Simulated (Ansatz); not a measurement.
## Run report: Si₂PH₉, geometry relaxation (part 3 of 3)

The same run, continued: Si₂PH₉; RKS PBE0-D4/def2-TZVP (Ansatz 0.2.0). The geometry is a transition state displaced along its imaginary mode. The reaction was set up to form Si1–P7 and H2–H6 and to break Si1–H2 and H6–P7 (atoms counted from 1 in the order of the input); sticks are drawn by distance alone.

Geometry of the input (Å):
```
Si -0.4674  -0.2731  -0.8882
H  1.4498  0.2076  -0.1886
H  0.1502  -0.8641  -2.1139
H  -1.9127  -0.1620  -1.2486
Si -0.1647  -1.5525  1.0613
H  1.3511  0.9253  0.2994
P  0.0085  1.8678  -0.1261
H  0.3200  -0.6330  2.1319
H  -1.4308  -2.1866  1.5085
H  0.8461  -2.6257  0.8435
H  -0.9038  2.9533  -0.0502
H  0.7535  2.3431  -1.2291
```

**Trajectory as extended XYZ, continued**
```
12
Properties=species:S:1:pos:R:3:forces:R:3 step=40 energy=-25180.40245
Si   -1.2483    0.0015   -0.6341    0.0199  -0.0123   0.0151
H     3.0467    0.0903    0.1322    0.0051   0.0105   0.0115
H    -0.9422   -0.5038   -2.0013   -0.0037  -0.0027  -0.0002
H    -2.7283    0.0682   -0.4874   -0.0032   0.0110   0.0032
Si   -0.3798   -1.4620    0.9726    0.0000  -0.0001  -0.0090
H     3.2300    0.7241    0.4819    0.0005  -0.0097  -0.0079
P    -0.4489    2.0791   -0.2473   -0.0101   0.0122  -0.0056
H    -0.4704   -0.8461    2.3237   -0.0055  -0.0038  -0.0022
H    -1.1362   -2.7431    0.9752    0.0040  -0.0016  -0.0024
H     1.0491   -1.7560    0.6801   -0.0015   0.0043   0.0023
H    -0.8398    2.5803   -1.5180    0.0021   0.0084  -0.0009
H     0.8680    1.7674   -0.6776   -0.0076  -0.0162  -0.0039
12
Properties=species:S:1:pos:R:3:forces:R:3 step=43 energy=-25180.40333
Si   -1.2548    0.0041   -0.6299    0.0076  -0.0084   0.0071
H     3.0580    0.0881    0.1537    0.0056   0.0141   0.0125
H    -0.9615   -0.5054   -1.9985   -0.0036  -0.0006   0.0008
H    -2.7334    0.0785   -0.4723   -0.0019   0.0067   0.0030
Si   -0.3813   -1.4625    0.9706   -0.0008   0.0030  -0.0063
H     3.2480    0.7318    0.4810   -0.0009  -0.0129  -0.0092
P    -0.4429    2.0789   -0.2543   -0.0024   0.0049  -0.0033
H    -0.4868   -0.8584    2.3257   -0.0042  -0.0039  -0.0005
H    -1.1245   -2.7512    0.9579    0.0031  -0.0020  -0.0023
H     1.0521   -1.7391    0.6843    0.0004   0.0031   0.0022
H    -0.8405    2.5803   -1.5228    0.0001   0.0043  -0.0018
H     0.8675    1.7551   -0.6954   -0.0030  -0.0083  -0.0022
12
Properties=species:S:1:pos:R:3:forces:R:3 step=45 energy=-25180.40496
Si   -1.2817    0.0127   -0.6156   -0.0224   0.0010  -0.0172
H     3.0997    0.0841    0.2387    0.0575   0.1799   0.0652
H    -1.0394   -0.5106   -1.9899   -0.0046   0.0069   0.0122
H    -2.7541    0.1166   -0.4139    0.0110  -0.0023  -0.0016
Si   -0.3893   -1.4653    0.9620    0.0051  -0.0056   0.0140
H     3.3203    0.7647    0.4700   -0.0558  -0.1779  -0.0628
P    -0.4198    2.0749   -0.2810    0.0198  -0.0153  -0.0001
H    -0.5495   -0.9057    2.3317    0.0029  -0.0116  -0.0155
H    -1.0803   -2.7827    0.8946    0.0124   0.0230  -0.0024
H     1.0610   -1.6762    0.7003   -0.0153   0.0012   0.0063
H    -0.8372    2.5751   -1.5438   -0.0039  -0.0056  -0.0009
H     0.8702    1.7125   -0.7530   -0.0064   0.0063   0.0029
12
Properties=species:S:1:pos:R:3:forces:R:3 step=47 energy=-25180.40460 accepted=F
Si   -1.2798    0.0145   -0.6045   -0.0145  -0.0045  -0.0062
H     3.0199    0.1746    0.2077   -0.0550  -0.1140  -0.0535
H    -1.0767   -0.5152   -1.9816    0.0034  -0.0057  -0.0020
H    -2.7444    0.1525   -0.3762   -0.0088  -0.0111   0.0048
Si   -0.3881   -1.4771    0.9605   -0.0024  -0.0025  -0.0011
H     3.3403    0.7623    0.5289    0.0603   0.1123   0.0574
P    -0.3779    2.0608   -0.2966   -0.0642   0.0666  -0.0584
H    -0.5570   -0.9380    2.3364    0.0022   0.0005  -0.0030
H    -1.0770   -2.7929    0.8708    0.0066   0.0015   0.0003
H     1.0636   -1.6821    0.7040   -0.0078   0.0013   0.0016
H    -0.8182    2.5575   -1.5580    0.0277  -0.0275   0.0837
H     0.8952    1.6830   -0.7915    0.0525  -0.0168  -0.0235
12
Properties=species:S:1:pos:R:3:forces:R:3 step=49 energy=-25180.40621
Si   -1.2923    0.0146   -0.6105   -0.0046   0.0012  -0.0031
H     3.0732    0.1196    0.2696    0.0016   0.0000   0.0052
H    -1.0790   -0.5138   -1.9867   -0.0017   0.0002  -0.0007
H    -2.7591    0.1377   -0.3849    0.0020   0.0013   0.0004
Si   -0.3916   -1.4686    0.9566    0.0019  -0.0042   0.0041
H     3.3605    0.7754    0.4804    0.0001   0.0003  -0.0025
P    -0.3935    2.0629   -0.2925    0.0004   0.0003   0.0091
H    -0.5650   -0.9280    2.3313   -0.0009   0.0000  -0.0008
H    -1.0665   -2.7917    0.8701    0.0019   0.0001  -0.0008
H     1.0619   -1.6607    0.7023   -0.0008   0.0007  -0.0008
H    -0.8303    2.5683   -1.5462   -0.0021   0.0020  -0.0062
H     0.8817    1.6843   -0.7895    0.0021  -0.0020  -0.0039
12
Properties=species:S:1:pos:R:3:forces:R:3 step=51 energy=-25180.37479 accepted=F
Si   -1.3181    0.0236   -0.5998   -0.0170   0.0206  -0.0178
H     3.1042    0.1025    0.4893    0.4936   1.2804  -0.1318
H    -1.1750   -0.5092   -1.9852   -0.0020   0.0077   0.0302
H    -2.7714    0.1920   -0.3164    0.0192  -0.0166  -0.0002
Si   -0.3893   -1.4781    0.9360   -0.0065   0.0062  -0.0106
H     3.3886    0.8363    0.4139   -0.4946  -1.2795   0.1337
P    -0.3487    2.0472   -0.3204    0.0370  -0.0268  -0.0569
H    -0.5744   -0.9689    2.3214    0.0051  -0.0026  -0.0058
H    -1.0345   -2.8141    0.8220    0.0001   0.0067   0.0007
H     1.0682   -1.6337    0.6763   -0.0074   0.0018   0.0027
H    -0.8359    2.5756   -1.5487    0.0133  -0.0274   0.0358
H     0.8863    1.6267   -0.8883   -0.0408   0.0294   0.0201
12
Properties=species:S:1:pos:R:3:forces:R:3 step=53 energy=-25180.40405 accepted=F
Si   -1.3070    0.0211   -0.6044   -0.0118  -0.0020  -0.0041
H     3.0827    0.1116    0.4315    0.1795   0.4173  -0.0043
H    -1.1385   -0.5115   -1.9854   -0.0010   0.0037   0.0022
H    -2.7650    0.1697   -0.3405    0.0004  -0.0035  -0.0003
Si   -0.3898   -1.4750    0.9418    0.0027   0.0094   0.0015
H     3.3847    0.8084    0.4225   -0.1798  -0.4168   0.0064
P    -0.3655    2.0540   -0.3107    0.0140  -0.0074  -0.0099
H    -0.5694   -0.9520    2.3224    0.0017  -0.0027   0.0015
H    -1.0459   -2.8064    0.8405   -0.0016   0.0027  -0.0029
H     1.0661   -1.6440    0.6842    0.0006  -0.0017   0.0000
H    -0.8366    2.5723   -1.5475    0.0007  -0.0079   0.0063
H     0.8840    1.6518   -0.8543   -0.0054   0.0089   0.0037
12
Properties=species:S:1:pos:R:3:forces:R:3 step=56 energy=-25180.40700
Si   -1.3036    0.0198   -0.6058   -0.0072  -0.0030   0.0037
H     3.0830    0.1164    0.3887    0.0065   0.0166   0.0038
H    -1.1271   -0.5120   -1.9859    0.0005   0.0012   0.0004
H    -2.7634    0.1618   -0.3485   -0.0006   0.0013  -0.0009
Si   -0.3901   -1.4733    0.9450    0.0050   0.0031  -0.0019
H     3.3796    0.7993    0.4479   -0.0068  -0.0161  -0.0016
P    -0.3719    2.0565   -0.3082    0.0027  -0.0034  -0.0029
H    -0.5644   -0.9467    2.3250   -0.0004  -0.0004  -0.0005
H    -1.0534   -2.8013    0.8475   -0.0004   0.0004  -0.0007
H     1.0644   -1.6504    0.6854    0.0008  -0.0015   0.0005
H    -0.8372    2.5681   -1.5495    0.0005   0.0011   0.0007
H     0.8840    1.6618   -0.8414   -0.0005   0.0007  -0.0005
12
Properties=species:S:1:pos:R:3:forces:R:3 step=58 energy=-25180.40726
Si   -1.3102    0.0214   -0.6041   -0.0019  -0.0022   0.0060
H     3.0749    0.1307    0.4430    0.0084   0.0195   0.0019
H    -1.1557   -0.5123   -1.9861   -0.0006   0.0012   0.0012
H    -2.7653    0.1744   -0.3270    0.0007   0.0038  -0.0016
Si   -0.3864   -1.4761    0.9362    0.0032  -0.0027  -0.0031
H     3.3814    0.8118    0.4562   -0.0091  -0.0195   0.0004
P    -0.3554    2.0493   -0.3185   -0.0036  -0.0020  -0.0022
H    -0.5454   -0.9509    2.3185    0.0006   0.0007  -0.0015
H    -1.0546   -2.8022    0.8440    0.0007   0.0010  -0.0002
H     1.0649   -1.6576    0.6614    0.0005  -0.0009   0.0015
H    -0.8364    2.5674   -1.5511    0.0014   0.0019  -0.0006
H     0.8880    1.6441   -0.8725   -0.0002  -0.0008  -0.0017
12
Properties=species:S:1:pos:R:3:forces:R:3 step=60 energy=-25180.40750
Si   -1.3172    0.0243   -0.5996   -0.0037   0.0006  -0.0048
H     3.0611    0.1509    0.5201    0.0291   0.0620  -0.0040
H    -1.1962   -0.5128   -1.9841   -0.0023   0.0040   0.0066
H    -2.7650    0.1956   -0.2943    0.0097   0.0003  -0.0010
Si   -0.3790   -1.4823    0.9231    0.0043  -0.0018   0.0031
H     3.3773    0.8276    0.4745   -0.0304  -0.0625   0.0062
P    -0.3328    2.0414   -0.3365    0.0034  -0.0041  -0.0089
H    -0.5138   -0.9571    2.3082    0.0016  -0.0023  -0.0039
H    -1.0572   -2.8040    0.8396    0.0010   0.0030   0.0001
H     1.0672   -1.6733    0.6268   -0.0055   0.0018   0.0002
H    -0.8374    2.5668   -1.5568    0.0022  -0.0026   0.0034
H     0.8927    1.6229   -0.9208   -0.0095   0.0015   0.0030
12
Properties=species:S:1:pos:R:3:forces:R:3 step=62 energy=-25180.40765 accepted=F
Si   -1.3269    0.0352   -0.5874   -0.0259  -0.0238  -0.0370
H     3.0290    0.1763    0.6528    0.0440   0.0932  -0.0164
H    -1.2751   -0.5122   -1.9741   -0.0072   0.0236   0.0300
H    -2.7590    0.2345   -0.2217    0.0422   0.0008  -0.0089
Si   -0.3581   -1.4931    0.8948    0.0219   0.0230   0.0275
H     3.3422    0.8486    0.5460   -0.0464  -0.0933   0.0185
P    -0.2918    2.0347   -0.3800    0.0308  -0.0227  -0.0448
H    -0.4384   -0.9661    2.2847    0.0073  -0.0171  -0.0174
H    -1.0569   -2.8056    0.8345    0.0012   0.0127  -0.0048
H     1.0758   -1.7028    0.5490   -0.0272   0.0031   0.0039
H    -0.8401    2.5629   -1.5813    0.0080  -0.0139   0.0234
H     0.8993    1.5877   -1.0174   -0.0488   0.0145   0.0260
12
Properties=species:S:1:pos:R:3:forces:R:3 step=64 energy=-25180.40826
Si   -1.3339    0.0374   -0.5824    0.0021   0.0069  -0.0577
H     3.0095    0.1693    0.6837   -0.0021  -0.0075  -0.0006
H    -1.3101   -0.5087   -1.9700   -0.0092   0.0107   0.0276
H    -2.7571    0.2543   -0.1949    0.0358  -0.0164   0.0046
Si   -0.3387   -1.4907    0.8826   -0.0092   0.0127   0.0345
H     3.3016    0.8513    0.6048    0.0003   0.0084   0.0028
P    -0.2796    2.0289   -0.3999    0.0315  -0.0081  -0.0270
H    -0.3941   -0.9632    2.2734    0.0082  -0.0152  -0.0161
H    -1.0472   -2.7983    0.8338    0.0048   0.0046   0.0005
H     1.0877   -1.7102    0.5148   -0.0267   0.0107  -0.0067
H    -0.8370    2.5602   -1.5952   -0.0001  -0.0163   0.0173
H     0.8988    1.5696   -1.0507   -0.0353   0.0095   0.0207
12
Properties=species:S:1:pos:R:3:forces:R:3 step=67 energy=-25180.40949
Si   -1.3361    0.0458   -0.5774   -0.0357   0.0102  -0.0227
H     2.9725    0.1765    0.7761    0.0010  -0.0021  -0.0017
H    -1.3842   -0.5039   -1.9641    0.0030   0.0155   0.0489
H    -2.7375    0.2878   -0.1268    0.0458  -0.0104  -0.0138
Si   -0.3155   -1.4933    0.8582    0.0242  -0.0030   0.0165
H     3.2322    0.8729    0.7080   -0.0037   0.0035   0.0038
P    -0.2398    2.0188   -0.4410    0.0282  -0.0299  -0.0522
H    -0.3042   -0.9662    2.2511    0.0005  -0.0103  -0.0369
H    -1.0443   -2.7908    0.8389    0.0049   0.0101   0.0018
H     1.0916   -1.7341    0.4306   -0.0339   0.0045   0.0083
H    -0.8377    2.5521   -1.6159    0.0095  -0.0083   0.0207
H     0.9028    1.5345   -1.1376   -0.0439   0.0202   0.0271
12
Properties=species:S:1:pos:R:3:forces:R:3 step=69 energy=-25180.39675 accepted=F
Si   -1.3260    0.0531   -0.5682    0.0246   0.0045   0.0145
H     3.0000    0.1496    0.7281    0.0571   0.9606   0.1522
H    -1.4137   -0.4999   -1.9469   -0.0038  -0.0113  -0.0239
H    -2.7088    0.3149   -0.0863   -0.0231   0.0055   0.0093
Si   -0.2937   -1.4963    0.8464   -0.0055   0.0000  -0.0100
H     3.0454    0.9150    0.8483   -0.0599  -0.9566  -0.1482
P    -0.1999    2.0092   -0.4692   -0.0221   0.0128   0.0158
H    -0.2345   -0.9620    2.2323    0.0029   0.0035   0.0110
H    -1.0481   -2.7783    0.8542   -0.0029  -0.0037   0.0026
H     1.0931   -1.7656    0.3811    0.0071  -0.0071  -0.0047
H    -0.8265    2.5499   -1.6245    0.0061  -0.0012   0.0010
H     0.9127    1.5105   -1.1953    0.0194  -0.0069  -0.0195
12
Properties=species:S:1:pos:R:3:forces:R:3 step=71 energy=-25180.41134
Si   -1.3234    0.0515   -0.5697   -0.0015  -0.0026   0.0025
H     2.9761    0.1713    0.7380    0.0215   0.1730   0.0233
H    -1.4105   -0.5025   -1.9498   -0.0006   0.0031   0.0021
H    -2.7082    0.3135   -0.0883    0.0041   0.0006  -0.0008
Si   -0.2950   -1.4999    0.8461    0.0032  -0.0034   0.0022
H     3.0619    0.9118    0.8324   -0.0241  -0.1708  -0.0193
P    -0.1979    2.0080   -0.4647    0.0058  -0.0017  -0.0033
H    -0.2294   -0.9623    2.2315    0.0023  -0.0018  -0.0062
H    -1.0563   -2.7783    0.8599    0.0015   0.0039   0.0009
H     1.0901   -1.7788    0.3783   -0.0061  -0.0018  -0.0001
H    -0.8229    2.5517   -1.6188   -0.0067   0.0044  -0.0036
H     0.9156    1.5139   -1.1950    0.0008  -0.0029   0.0024
12
Properties=species:S:1:pos:R:3:forces:R:3 step=73 energy=-25180.41191
Si   -1.3205    0.0511   -0.5709    0.0007   0.0038   0.0022
H     2.9954    0.1708    0.7574    0.0039   0.0423   0.0068
H    -1.4171   -0.5019   -1.9503   -0.0012  -0.0053  -0.0014
H    -2.7016    0.3188   -0.0831    0.0002   0.0039   0.0027
Si   -0.2936   -1.5020    0.8444    0.0062  -0.0039  -0.0070
H     3.0592    0.9080    0.8640   -0.0093  -0.0397  -0.0045
P    -0.1891    2.0050   -0.4775   -0.0035   0.0001   0.0357
H    -0.2200   -0.9620    2.2280    0.0008   0.0020  -0.0006
H    -1.0608   -2.7768    0.8638   -0.0015   0.0022   0.0004
H     1.0880   -1.7890    0.3722   -0.0009  -0.0021  -0.0016
H    -0.8445    2.5602   -1.6079   -0.0110   0.0076  -0.0230
H     0.9045    1.5179   -1.2399    0.0156  -0.0109  -0.0097
12
Properties=species:S:1:pos:R:3:forces:R:3 step=75 energy=-25180.41079 accepted=F
Si   -1.3072    0.0613   -0.5560    0.0041  -0.0275   0.0051
H     2.9461    0.2197    0.7774   -0.0609   0.4501   0.1022
H    -1.4599   -0.4975   -1.9287   -0.0049   0.0210  -0.0004
H    -2.6656    0.3514   -0.0183    0.0061   0.0044  -0.0088
Si   -0.2649   -1.5178    0.8181    0.0146  -0.0074   0.0176
H     2.8425    0.9553    0.9382    0.0599  -0.4503  -0.0952
P    -0.1404    1.9953   -0.4967   -0.0031   0.0071  -0.0692
H    -0.0988   -0.9622    2.1896    0.0062  -0.0251  -0.0261
H    -1.0869   -2.7581    0.8932    0.0242   0.0268   0.0017
H     1.0782   -1.8684    0.2757   -0.0404   0.0082   0.0179
H    -0.7894    2.5438   -1.6387    0.0249  -0.0145   0.0427
H     0.9460    1.4771   -1.2535   -0.0306   0.0072   0.0126
12
Properties=species:S:1:pos:R:3:forces:R:3 step=77 energy=-25180.41320
Si   -1.3151    0.0550   -0.5647   -0.0021   0.0026   0.0008
H     2.9778    0.1921    0.7707    0.0008   0.0282   0.0067
H    -1.4374   -0.4976   -1.9426   -0.0010   0.0004   0.0018
H    -2.6862    0.3347   -0.0555    0.0000   0.0000   0.0009
Si   -0.2806   -1.5087    0.8326    0.0040  -0.0050   0.0002
H     2.9659    0.9281    0.8991   -0.0050  -0.0266  -0.0028
P    -0.1685    2.0005   -0.4868    0.0001   0.0009  -0.0078
H    -0.1641   -0.9625    2.2111    0.0023  -0.0016  -0.0035
H    -1.0724   -2.7678    0.8775    0.0031   0.0034   0.0007
H     1.0836   -1.8245    0.3286   -0.0058  -0.0006  -0.0002
H    -0.8229    2.5525   -1.6214    0.0045  -0.0018   0.0039
H     0.9199    1.4982   -1.2487   -0.0008   0.0001  -0.0007
12
Properties=species:S:1:pos:R:3:forces:R:3 step=80 energy=-25180.41464
Si   -1.3054    0.0623   -0.5551    0.0119   0.0058  -0.0014
H     2.9673    0.2171    0.8220    0.0023  -0.0071   0.0007
H    -1.4713   -0.4920   -1.9274   -0.0006   0.0014  -0.0055
H    -2.6595    0.3637   -0.0140    0.0024   0.0028   0.0080
Si   -0.2595   -1.5161    0.8168   -0.0220   0.0009  -0.0007
H     2.8312    0.9393    0.9516   -0.0060   0.0090   0.0037
P    -0.1261    1.9905   -0.5139   -0.0318  -0.0063   0.0686
H    -0.0959   -0.9708    2.1894    0.0109   0.0117   0.0171
H    -1.0760   -2.7565    0.8893   -0.0127  -0.0191  -0.0021
H     1.0809   -1.8647    0.2770    0.0209   0.0008  -0.0122
H    -0.8100    2.5521   -1.6222   -0.0281   0.0286  -0.0425
H     0.9243    1.4750   -1.3135    0.0529  -0.0286  -0.0337
12
Properties=species:S:1:pos:R:3:forces:R:3 step=82 energy=-25180.41345 accepted=F
Si   -1.2988    0.0715   -0.5411    0.0123   0.0018  -0.0039
H     2.9604    0.2602    0.9085   -0.1806   0.4095   0.0770
H    -1.5369   -0.4771   -1.9066   -0.0023  -0.0051   0.0279
H    -2.6194    0.4072    0.0617    0.0127   0.0034  -0.0101
Si   -0.2338   -1.5268    0.7951    0.0032  -0.0143  -0.0110
H     2.6600    0.9467    1.0337    0.1776  -0.4069  -0.0728
P    -0.0768    1.9724   -0.5604    0.0110   0.0165  -0.0663
H    -0.0002   -0.9859    2.1624   -0.0142  -0.0124  -0.0327
H    -1.0796   -2.7493    0.8911    0.0269   0.0194   0.0117
H     1.0789   -1.9000    0.1998   -0.0219  -0.0021   0.0085
H    -0.7953    2.5466   -1.6470    0.0374  -0.0210   0.0382
H     0.9415    1.4345   -1.3972   -0.0620   0.0114   0.0334
12
Properties=species:S:1:pos:R:3:forces:R:3 step=84 energy=-25180.41601
Si   -1.3033    0.0670   -0.5483   -0.0019   0.0020  -0.0002
H     2.9654    0.2423    0.8606   -0.0007   0.0021   0.0027
H    -1.5036   -0.4861   -1.9168   -0.0020   0.0000   0.0009
H    -2.6416    0.3848    0.0220   -0.0016   0.0002   0.0014
Si   -0.2502   -1.5233    0.8051    0.0015   0.0002   0.0000
H     2.7602    0.9481    0.9914   -0.0032  -0.0006   0.0017
P    -0.1067    1.9839   -0.5345    0.0049  -0.0020  -0.0012
H    -0.0515   -0.9786    2.1746    0.0014  -0.0013  -0.0027
H    -1.0795   -2.7559    0.8915    0.0021   0.0031   0.0002
H     1.0770   -1.8835    0.2375   -0.0001  -0.0014  -0.0020
H    -0.7993    2.5488   -1.6393    0.0011  -0.0024   0.0003
H     0.9328    1.4527   -1.3437   -0.0013  -0.0001  -0.0011
```

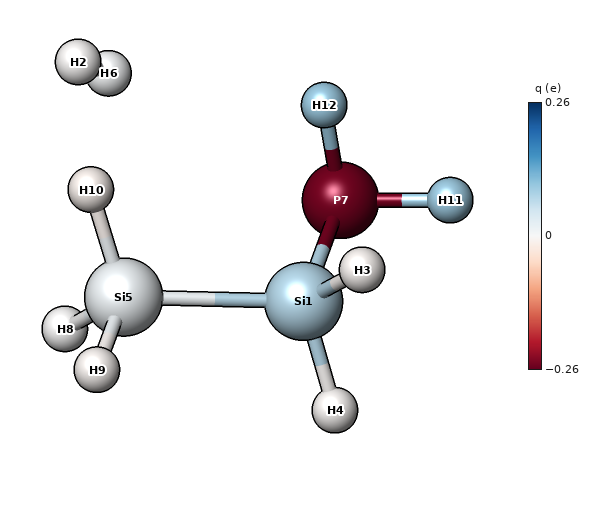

Figure 1. Mulliken charges, as the colour of each atom (ball-and-stick view, seen at a tilt; atoms are numbered from 1 in the order of the input). By element: Si +0.01 to +0.08, H −0.01 to +0.10 and P −0.25 e.

**Results in brief**

```csv
quantity,value
outcome,converged
total energy,−25180.4160 eV
mean-field energy,−25180.1921 eV
dispersion energy,−0.2239 eV
SCF solution under orbital rotations,stable
largest force (length of the vector) at the end,0.005 eV/Å
dipole moment,0.66 D
wall time,3.2 min (CPU time 12 min)
peak memory,0.48 GiB
```
